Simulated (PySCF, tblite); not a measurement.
# C3H9BFSi radical: geometry, infrared bands and EPR parameters

Aim: predict the infrared bands and EPR parameters of C3H9BFSi radical (`B[SiH2]CC[CH]F`).

The runs use tblite 0.8.0 and PySCF 2.14.0, with density-fitted response routines of our own; the level of theory stands in each step. All values are computed, except where a source is named. Atoms are numbered from 0 throughout.

## (1) The molecule as given

15 atoms, charge 0, multiplicity 2; geometry from: force field or distance geometry start.

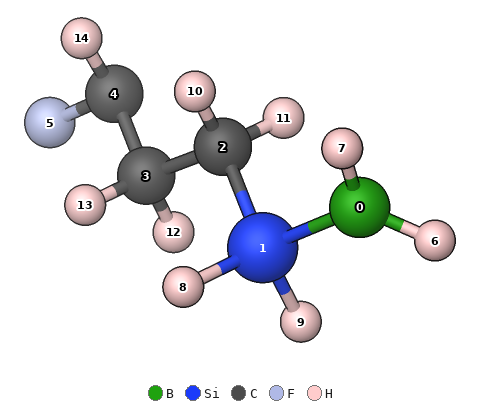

The starting geometry (boron green, silicon blue, carbon dark grey, fluorine light blue, hydrogen pink), atoms numbered.

## (2) Relaxing the molecule with GFN2-xTB

Job settings and geometry (Å):

```
{"job": {"kind": "relax", "xc": "GFN2-xTB", "basis": "xTB"}, "charge": 0, "multiplicity": 2}
B      3.000500     0.051100     0.019100
Si     1.229900    -0.370900     0.709400
C     -0.064400     0.151600    -0.509300
C     -1.473000    -0.160600     0.001600
C     -2.531100     0.249400    -0.994900
F     -3.789100    -0.123500    -0.558400
H      3.782200    -0.802300    -0.164000
H      3.273800     1.178700    -0.229000
H      1.032600     0.330900     1.991300
H      1.134000    -1.826500     0.948000
H      0.023900     1.246800    -0.684200
H      0.102800    -0.381000    -1.469000
H     -1.565900    -1.260900     0.196500
H     -1.648700     0.365300     0.966000
H     -2.511700     1.360100    -1.151500
```

Started as:

```console
$ OMP_NUM_THREADS=1 python probes_run.py task.json out
```

One launch serves the whole session: the jobs run in the order shown.

Output:

```text
step      E/eV     max force
  0    -505.50187    2.281
  1    -505.66141    1.377
  2    -505.73590    0.494
  3    -505.76292    0.472
  4    -505.79368    0.582
  5    -505.81473    0.625
  6    -505.83340    0.464
  7    -505.84860    0.407
  8    -505.86039    0.264
  9    -505.86713    0.188
 10    -505.87080    0.118
 11    -505.87300    0.131
 12    -505.87453    0.081
 13    -505.87551    0.082
 14    -505.87623    0.064
 15    -505.87694    0.094
 16    -505.87770    0.087
 17    -505.87844    0.063
 18    -505.87912    0.073
 19    -505.87978    0.075
 20    -505.88047    0.071
 21    -505.88117    0.062
 22    -505.88188    0.068
 23    -505.88259    0.058
 24    -505.88324    0.072
 25    -505.88382    0.075
 26    -505.88443    0.075
 27    -505.88518    0.077
 28    -505.88620    0.076
 29    -505.88756    0.104
 30    -505.88919    0.126
 31    -505.88937    0.332
 32    -505.88810    0.368
 33    -505.89315    0.104
 34    -505.89393    0.085
 35    -505.89564    0.105
 36    -505.89636    0.095
 37    -505.89820    0.112
 38    -505.90066    0.142
 39    -505.90362    0.157
 40    -505.90567    0.184
 41    -505.90839    0.210
 42    -505.91297    0.197
 43    -505.91778    0.205
 44    -505.92221    0.219
 45    -505.92719    0.205
 46    -505.93099    0.167
 47    -505.93452    0.265
 48    -505.92869    0.666
 49    -505.93949    0.194
 50    -505.94134    0.163
 51    -505.94488    0.208
 52    -505.94703    0.199
 53    -505.95005    0.145
 54    -505.95272    0.233
 55    -505.95477    0.147
 56    -505.95658    0.172
 57    -505.95957    0.187
 58    -505.96085    0.088
 59    -505.96171    0.054
 60    -505.96246    0.064
 61    -505.96297    0.086
 62    -505.96366    0.067
 63    -505.96443    0.059
 64    -505.96499    0.042
 65    -505.96523    0.043
 66    -505.96537    0.040
 67    -505.96552    0.039
 68    -505.96578    0.032
 69    -505.96606    0.029
 70    -505.96622    0.028
 71    -505.96633    0.027
 72    -505.96645    0.034
 73    -505.96664    0.032
 74    -505.96689    0.035
 75    -505.96713    0.037
 76    -505.96735    0.036
 77    -505.96759    0.039
 78    -505.96796    0.054
 79    -505.96846    0.053
 80    -505.96900    0.051
 81    -505.96949    0.052
 82    -505.96994    0.058
 83    -505.97046    0.070
 84    -505.97104    0.056
 85    -505.97151    0.051
 86    -505.97186    0.057
 87    -505.97227    0.062
 88    -505.97278    0.070
 89    -505.97343    0.057
 90    -505.97392    0.050
 91    -505.97421    0.026
 92    -505.97442    0.038
 93    -505.97466    0.047
 94    -505.97485    0.056
 95    -505.97504    0.059
 96    -505.97523    0.052
 97    -505.97540    0.035
 98    -505.97552    0.034
 99    -505.97562    0.031
100    -505.97579    0.031
101    -505.97604    0.044
102    -505.97631    0.028
103    -505.97643    0.038
104    -505.97647    0.014
105    -505.97649    0.013
106    -505.97652    0.011
107    -505.97657    0.010
108    -505.97664    0.015
109    -505.97671    0.018
110    -505.97674    0.016
111    -505.97677    0.015
112    -505.97680    0.017
113    -505.97686    0.023
114    -505.97696    0.026
115    -505.97706    0.028
116    -505.97713    0.029
117    -505.97721    0.025
118    -505.97734    0.025
119    -505.97754    0.035
120    -505.97773    0.029
121    -505.97782    0.016
122    -505.97786    0.016
123    -505.97788    0.014
124    -505.97790    0.014
125    -505.97794    0.015
126    -505.97799    0.013
127    -505.97802    0.013
128    -505.97805    0.011
129    -505.97808    0.013
130    -505.97810    0.011
131    -505.97812    0.012
132    -505.97814    0.008
```

Wall time 0.58 s (1 thread of Arm Neoverse V2, shared host).

The steps of the relaxation: (not every step is listed)

| step | energy from step 0 (eV) | largest force (eV/Å) |
| --- | --- | --- |
| 0 | 0.0000 | 2.2808 |
| 1 | -0.1595 | 1.3774 |
| 2 | -0.2340 | 0.4937 |
| 3 | -0.2611 | 0.4725 |
| 4 | -0.2918 | 0.5821 |
| 5 | -0.3129 | 0.6247 |
| 6 | -0.3315 | 0.4638 |
| 7 | -0.3467 | 0.4073 |
| 8 | -0.3585 | 0.2635 |
| 19 | -0.3779 | 0.0754 |
| 30 | -0.3873 | 0.1257 |
| 41 | -0.4065 | 0.2099 |
| 52 | -0.4452 | 0.1990 |
| 63 | -0.4626 | 0.0588 |
| 74 | -0.4650 | 0.0354 |
| 85 | -0.4696 | 0.0506 |
| 96 | -0.4734 | 0.0520 |
| 107 | -0.4747 | 0.0101 |
| 118 | -0.4755 | 0.0247 |
| 127 | -0.4762 | 0.0127 |
| 128 | -0.4762 | 0.0110 |
| 129 | -0.4762 | 0.0128 |
| 130 | -0.4762 | 0.0110 |
| 131 | -0.4762 | 0.0116 |
| 132 | -0.4763 | 0.0084 |

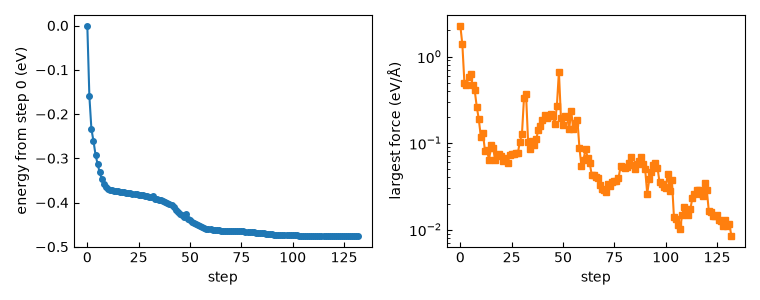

Energy and largest force along the relaxation.

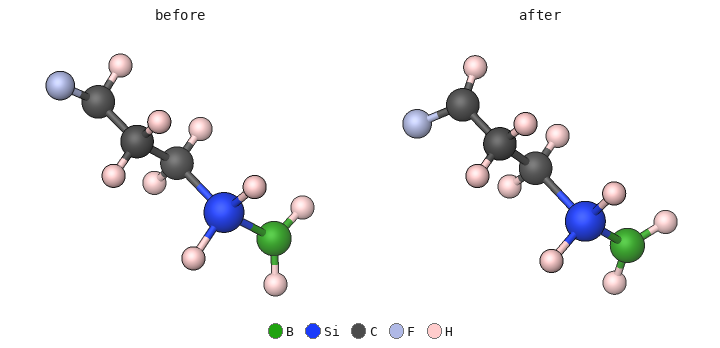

The geometry before (left) and after (right).

Distances of close pairs at the start and the end, largest changes first:

| bond | before (Å) | after (Å) | change (Å) |
| --- | --- | --- | --- |
| Si1–C2 | 1.853 | 1.927 | +0.074 |
| C3–C4 | 1.510 | 1.465 | -0.045 |
| C4–H14 | 1.122 | 1.078 | -0.044 |
| C4–F5 | 1.383 | 1.349 | -0.034 |
| C3–H12 | 1.121 | 1.090 | -0.031 |
| C3–H13 | 1.112 | 1.090 | -0.022 |
| C2–H10 | 1.113 | 1.091 | -0.021 |
| C2–H11 | 1.110 | 1.091 | -0.019 |

The final coordinates are the input of the step that follows.

## (3) Harmonic vibrations with GFN2-xTB

Job settings and geometry (Å):

```
{"job": {"kind": "ir", "xc": "GFN2-xTB", "basis": "xTB"}, "charge": 0, "multiplicity": 2}
B      2.956796     0.006918    -0.141733
Si     1.295379    -0.383700     0.795363
C     -0.133606     0.158847    -0.378171
C     -1.531735    -0.055620     0.243659
C     -2.556436     0.358864    -0.717624
F     -2.919080    -0.526332    -1.668275
H      3.488037    -0.790011    -0.814729
H      3.445855     1.069965    -0.101091
H      1.030262     0.340696     2.055194
H      0.995669    -1.789162     1.131728
H     -0.019828     1.213121    -0.635965
H     -0.075325    -0.402874    -1.311576
H     -1.656482    -1.109542     0.491324
H     -1.612685     0.538233     1.154044
H     -2.711234     1.378586    -1.030578
```

Output:

```text
mode    cm-1     km/mol
  1      46.2      1.80
  2      73.8      1.39
  3      86.7      0.38
  4     113.7      0.51
  5     121.9      0.04
  6     219.4      1.43
  7     267.9      3.85
  8     412.1     33.34
  9     433.3      6.61
 10     516.3    159.54
 11     556.4      1.54
 12     637.0     80.22
 13     685.6      6.86
 14     704.3     11.59
 15     718.0     37.82
 16     732.2     58.52
 17     747.1     26.13
 18     844.3    239.76
 19     896.1     62.87
 20     982.9     27.20
 21    1017.3     50.44
 22    1142.2     71.33
 23    1167.4     67.33
 24    1189.6     39.61
 25    1204.5      9.75
 26    1246.3      9.01
 27    1278.9     24.16
 28    1316.5     90.61
 29    1451.6      4.52
 30    1478.4      0.08
 31    2149.0    467.61
 32    2173.5    216.54
 33    2635.3    123.38
 34    2663.9    116.72
 35    2970.2     36.96
 36    2983.2      8.75
 37    2991.7     39.87
 38    3002.8     27.14
 39    3092.3     29.84
```

Wall time 0.33 s (1 thread of Arm Neoverse V2, shared host).

Which atoms move in the most intense modes:

| cm⁻¹ | km/mol | atoms |
| --- | --- | --- |
| 516 | 159.5 | H14 51 %, C4 37 % |
| 637 | 80.2 | H8 26 %, H9 25 %, Si1 15 % |
| 844 | 239.8 | H8 48 %, H9 47 % |
| 1316 | 90.6 | C4 33 %, H14 23 %, H12 23 %, C3 12 % |
| 2149 | 467.6 | H8 71 %, H9 25 % |
| 2174 | 216.5 | H9 72 %, H8 26 % |
| 2635 | 123.4 | H7 52 %, H6 43 % |
| 2664 | 116.7 | H6 49 %, H7 40 %, B0 11 % |

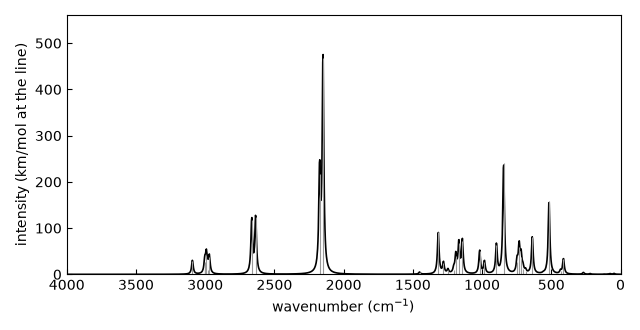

The infrared spectrum from these modes, unscaled. Lines are broadened to a width of 14 cm⁻¹ (Lorentzian).

## (4) g tensor and hyperfine couplings: B3LYP/pcH-1

Same as in step 3 but for these lines:

```diff
@@ -1,2 +1,2 @@
-{"job": {"kind": "ir", "xc": "GFN2-xTB", "basis": "xTB"}, "charge": 0, "multiplicity": 2}
+{"job": {"kind": "epr", "basis": "pcH-1"}, "charge": 0, "multiplicity": 2}
 B      2.956796     0.006918    -0.141733
```

Method: UKS B3LYP, pcH-1 on B C F H Si, non-relativistic, mean-field spin-orbit, GIAO.

Output:

```text
UKS, coarse grid
  cycle   1  E = -533.70984942  |g| = 4.62e-01
  cycle   2  E = -533.10662403  |g| = 1.02e+00
  cycle   3  E = -533.81472902  |g| = 2.12e-01
  cycle   4  E = -533.83856557  |g| = 1.18e-01
  cycle   5  E = -533.84682702  |g| = 3.93e-02
  cycle   6  E = -533.84771498  |g| = 2.11e-02
  cycle   7  E = -533.84807607  |g| = 5.59e-03
  cycle   8  E = -533.84809068  |g| = 2.56e-03
  cycle   9  E = -533.84809439  |g| = 7.44e-04
UKS, final grid
  cycle   1  E = -533.84801575  |g| = 1.04e-03
  cycle   2  E = -533.84801510  |g| = 1.68e-03
  cycle   3  E = -533.84801628  |g| = 1.14e-04
  cycle   4  E = -533.84801629  |g| = 5.53e-05
  cycle   5  E = -533.84801629  |g| = 3.01e-05
  cycle   6  E = -533.84801630  |g| = 7.29e-06
E = -533.84801630 Eh   <S^2> = 0.7542 (exact 0.7500)
g shifts (ppm)      1          2          3
  rmc          -198       -198       -198
  gc              0         13         16
  oz_so          -6       1800       2668
  total        -204       1615       2486
hyperfine (MHz)  atom isotope    a_iso     a_fc   dipolar eigenvalues
    0   11B       2.76       2.77     -2.45     -1.43      3.87
    1  29Si      -9.07      -9.10     -6.74      3.12      3.63
    2   13C      90.13      90.14     -5.59     -4.51     10.10
    3   13C     -18.49     -18.50     -1.95     -1.56      3.51
    4   13C     160.18     160.12    -82.60    -79.95    162.56
    5   19F     159.81     159.19   -261.73   -224.58    486.31
    6    1H      -1.62      -1.62     -0.94     -0.02      0.96
    7    1H      -1.68      -1.68     -0.90     -0.01      0.91
    8    1H      -1.01      -1.01     -1.23     -0.30      1.53
    9    1H      -1.30      -1.30     -1.20     -0.29      1.49
   10    1H      -0.82      -0.82     -5.28     -2.50      7.78
   11    1H      -2.94      -2.94     -5.01     -2.30      7.31
   12    1H      20.14      20.14     -5.44     -4.44      9.89
   13    1H      28.46      28.46     -5.89     -4.58     10.47
   14    1H     -45.44     -45.49    -36.51     -2.48     38.99
```

Run time: 49 s. Hardware: 1 thread of Arm Neoverse V2, shared host; peak memory 1 GiB.

Principal g values 2.00212, 2.00393, 2.00481; g(iso) = 2.00362, against 2.00232 for a free electron.

Hyperfine couplings; where a row names several nuclei, a(iso) is their mean (it holds for fast rotation or exchange) and the dipolar term the largest among them:

| nuclei | isotope | a(iso) (MHz) | a(iso) (G, at g = 2.0023) | largest dipolar term (MHz) |
| --- | --- | --- | --- | --- |
| C4 | 13C | 160.2 | 57.2 | 162.6 |
| F5 | 19F | 159.8 | 57.0 | 486.3 |
| C2 | 13C | 90.1 | 32.2 | 10.1 |
| H14 | 1H | -45.4 | -16.2 | 39.0 |
| H12, H13 | 1H | 24.3 | 8.7 | 10.5 |
| C3 | 13C | -18.5 | -6.6 | 3.5 |
| Si1 | 29Si | -9.1 | -3.2 | -6.7 |
| B0 | 11B | 2.8 | 1.0 | 3.9 |
| H10, H11 | 1H | -1.9 | -0.7 | 7.8 |
| H6, H7 | 1H | -1.7 | -0.6 | 1.0 |
| H8, H9 | 1H | -1.2 | -0.4 | 1.5 |

Mulliken spin populations:

B0 0.03; Si1 0.03; C2 0.04; C3 -0.06; C4 0.92; F5 0.07; H6 0.00; H7 0.00; H8 0.00; H9 0.00; H10 0.00; H11 -0.01; H12 0.01; H13 0.01; H14 -0.04

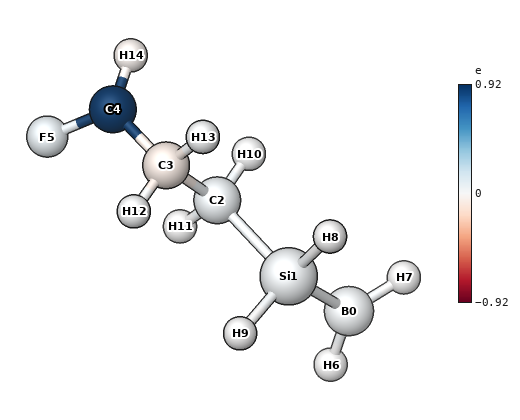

Mulliken spin populations, as colours on the atoms.

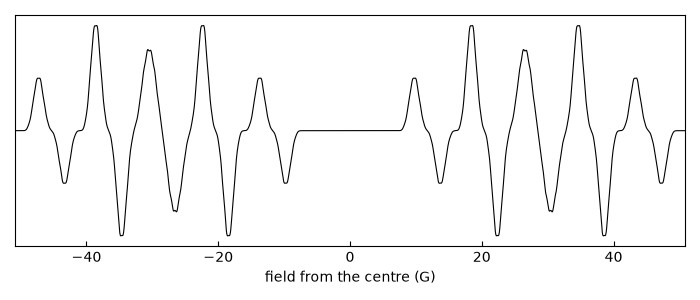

First-order isotropic spectrum (first derivative, main isotopes with spin only, couplings over 0.8 MHz, Gaussian width 0.3 G; couplings of the frozen geometry, rotation of groups not averaged beyond the rows shown).

Orbitals, density, ELF and potential are computed afterwards from the orbital file.

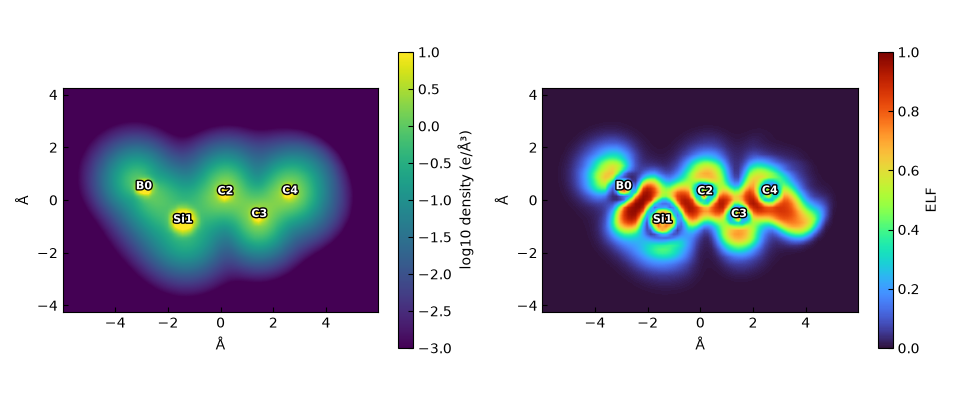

Density (left) and ELF (right) in a plane through or near 5 of the atoms.

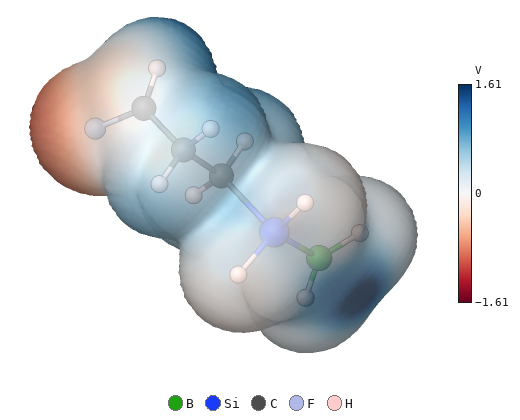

Electrostatic potential on the surface of density 0.002 e/bohr³; red is low, blue high. It runs from -0.83 V near F5 to 1.61 V near B0.

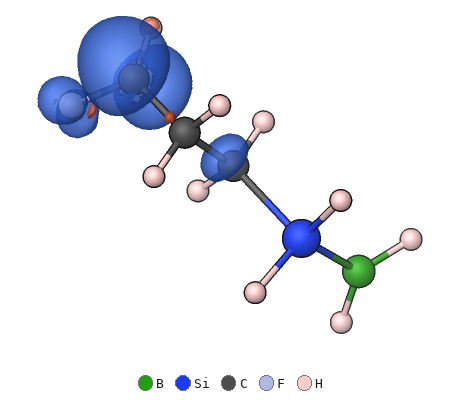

Spin density at ±0.04 e/Å³ (alpha excess blue, beta excess red).

## (5) What came out

```
                                                                  quantity                  value
                                 strongest single infrared mode (GFN2-xTB)  2149 cm⁻¹, 468 km/mol
                                              zero-point energy (GFN2-xTB)          67.1 kcal/mol
                                                            g(iso) (B3LYP)                2.00362
                                                                      ⟨S²⟩     0.754 (exact 0.75)
                                        largest a(iso) (averaged by class)   13C on C4, 160.2 MHz
potential on the surface of density 0.002 e/bohr³, 1st and 99th percentile     -0.83 V and 1.61 V
```

Over 132 steps the energy fell by 0.476 eV; of the close pairs, Si1–C2 changed most, 1.853 to 1.927 Å. All 39 modes are real, so the xTB geometry is a minimum. The strongest single mode, at 2149 cm⁻¹, moves mainly H8. Unscaled tight-binding wavenumbers are off by several per cent, some by more. Its intensities can rank the bands wrongly. Most of the unpaired spin sits on C4 (0.92 e). The isotropic g lies 1.3 ppt above the free-electron value. These values are for one conformer; the search (at its own cheap level) found 2 more, at 0.00, 0.50 kcal/mol (those within 0.05 may be mirror or relabelled copies), and measured spectra average over such forms.
